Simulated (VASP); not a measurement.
Band structure of Sr (fcc). Level of theory: revPBE GGA, VASP's PBE PAW potentials (set 64) (plane waves; VASP).

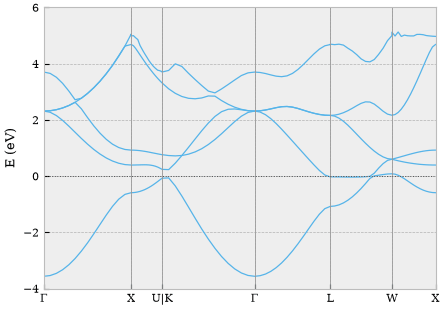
Figure. Bands along high-symmetry lines, zero at the valence-band maximum or, without a gap, the Fermi level

**Question.** Read the plot: is there a gap, and where are the band edges?

**Answer.** It has no gap at this level: it comes out as a metal or semimetal. (Edges off the drawn lines would not show.)

The compound is Sr in the fcc structure. It was relaxed first.
